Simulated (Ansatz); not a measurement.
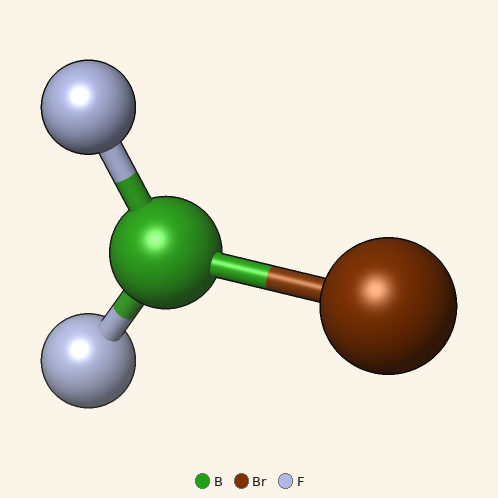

Ball-and-stick drawing of a structure.

> Count the atoms of each element.

BBrF2, 4 atoms: 1 boron, 1 bromine and 2 fluorine.

> Give the symmetry (Schoenflies symbol).

C2v.

> How many atoms are distinct by symmetry?

3: 1 B, 1 Br, 2 F.

> How many bonds of each kind are drawn?

2 B–F, 1 B–Br. Sticks follow a distance rule.

More results for the same structure follow; atom numbers are the same in all pictures, views and colours differ. Computed geometry: PBE0-D4/def2-TZVP optimisation.

Electronic properties

Properties computed with RKS PBE0-D4/def2-TZVPP (Ansatz 0.2.0).

What does the calculation give?

- HOMO energy (Kohn–Sham orbital): −9.08 eV
- LUMO energy (Kohn–Sham orbital): −0.40 eV
- HOMO–LUMO gap: 8.68 eV

Dipole moment

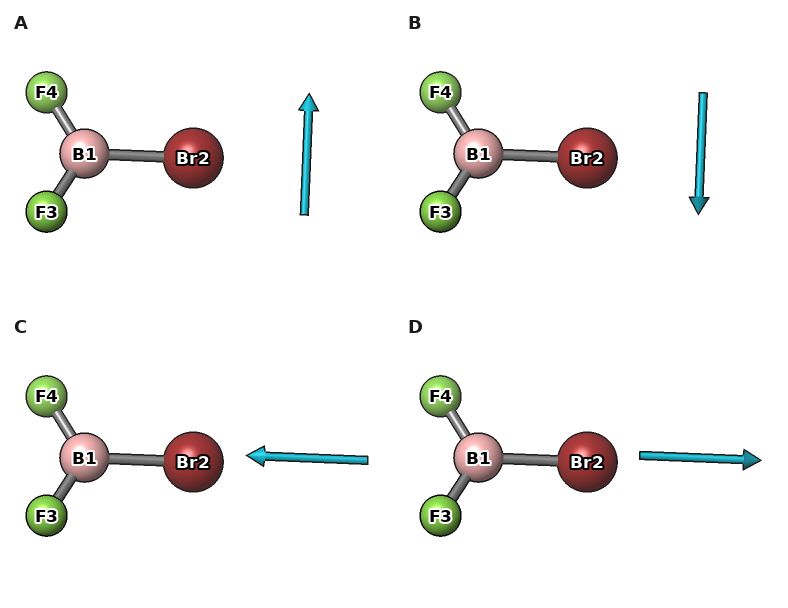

The same molecule four times, each with an arrow. Properties computed with RKS PBE0-D4/def2-TZVP (Ansatz 0.2.0).

> Which arrow points along the dipole moment, from the negative to the positive end?

D. The dipole moment is 0.27 D; it points from the side of F3, F4 to the side of Br2 (the outermost atoms at the two ends).

Charges

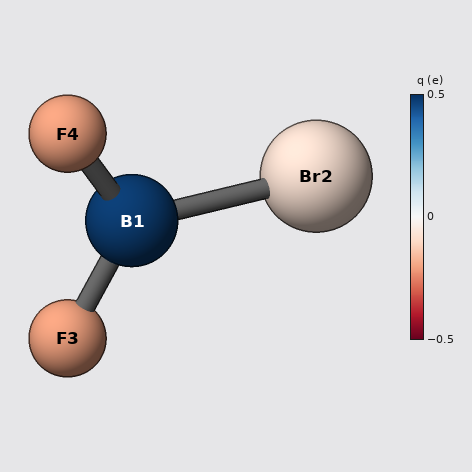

Atoms are coloured by their Mulliken charges. Method: RKS PBE0-D4/def2-TZVP (Ansatz 0.2.0).

List the Mulliken charges.

```json
{"atom": "B1", "value (e)": "0.47"}
{"atom": "Br2", "value (e)": "−0.07"}
{"atom": "F3", "value (e)": "−0.20"}
{"atom": "F4", "value (e)": "−0.20"}
```

Thermal motion

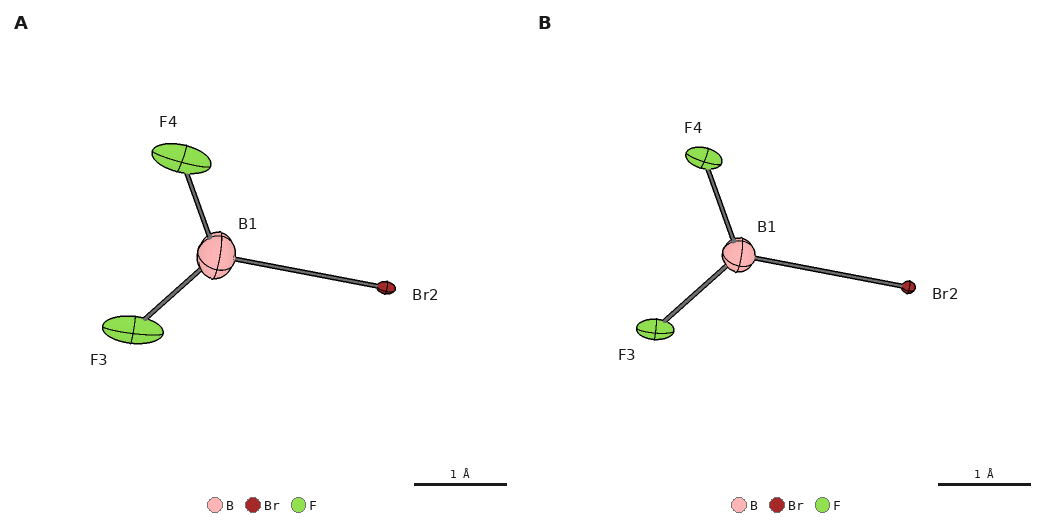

Displacement ellipsoids at the 50 % level, scaled by 3, from the internal vibrations of the free molecule (harmonic, no overall translation or rotation; no half-axis is drawn under 0.075 Å). Vibrations computed with RKS PBE0-D4/def2-TZVP (Ansatz 0.2.0). One panel is for 100 K, the other for 600 K.

> Which panel is for 600 K?

A.

> How much does the mean-square displacement of F3 grow, and why?

U_eq goes from 0.00095 to 0.0022 Å², a factor of 2.4. Modes below kT (417 cm⁻¹ at 600 K) grow about in proportion to T, and the lowest lies at 295 cm⁻¹; the mean-square amplitude of a mode is its zero-point value times coth(ħω/2kT), which comes close to 1 only above about 3kT.

Mulliken values depend strongly on the basis set and can even reverse the polarity of a bond.
